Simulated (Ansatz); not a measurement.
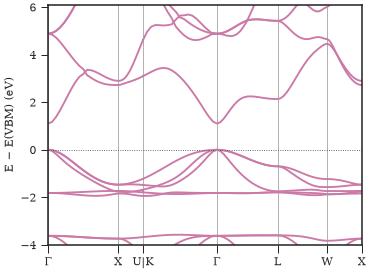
Band structure from PBE in the plane-wave PAW code Ansatz

Task: Read off the gap and where the band edges lie.

Result: About 1.1 eV (1.10 eV by a search for the band edges); maximum at Γ, minimum at Γ.

Task: Which compound is it?
A. CuI, zinc blende
B. BeTe, zinc blende
C. TePb, zinc blende
D. InP, zinc blende

Result: A, CuI, zinc blende

Space group F-43m (zinc blende). The cell was relaxed with PBE under the symmetry of its start. No spin polarisation was allowed. Scalar-relativistic: spin–orbit coupling is off unless named, which matters more the heavier the elements.

Potentials: the earlier of the program's two PAW sets.
